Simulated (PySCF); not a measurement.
System: C4H9ClO3Si2.

Input

```
{"job": {"xc": "KT2", "basis": "6-31G*", "kind": "nmr", "pop": true}, "charge": 0, "multiplicity": 1}
C      3.123896     0.987337     0.396387
C      1.905705     0.128572     0.236740
O      1.771062    -0.955337     0.777014
O      0.986625     0.657784    -0.528527
C     -0.207338    -0.130837    -0.686418
C     -1.428232     0.752568    -0.896317
Si    -2.922736    -0.362894    -0.457390
O     -2.158706    -1.448022     0.484831
Si    -0.533270    -1.322613     0.795784
Cl    -0.460387    -0.422460     2.583191
H      4.014935     0.365927     0.402602
H      3.055564     1.492426     1.358744
H      3.170512     1.727983    -0.395702
H     -0.046915    -0.745100    -1.580875
H     -1.372270     1.589311    -0.197891
H     -1.445208     1.173665    -1.900222
H     -3.916067     0.324985     0.354619
H     -3.434936    -1.101564    -1.605406
H     -0.112037    -2.702482     0.724906
```

Command:

```sh
OMP_NUM_THREADS=1 python ens_run.py task.json out
```

Geometry: GFN2-xTB.

Level of theory: KT2/6-31G*, SCF density, gas phase, non-relativistic in PySCF 2.14.0.

> What will maps of the electron density and electron localisation function show?

C–O (1.22 Å): the density is about 3.2 e/Å³ at the midpoint; the ELF peaks at about 0.85 between the atoms (a short, multiple covalent bond).
C–C (1.50 Å): ρ at the midpoint is about 1.8 e/Å³; the ELF peaks at about 0.95 between the atoms, as expected for a shared electron pair.

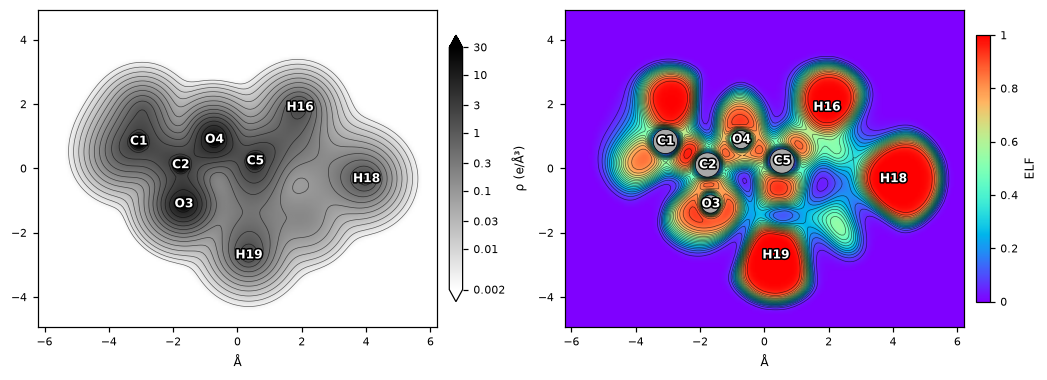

Computed electron density and electron localisation function on the plane of atoms O3, C2 and O4, in this order. Grey discs cover the atomic cores in the ELF map. 
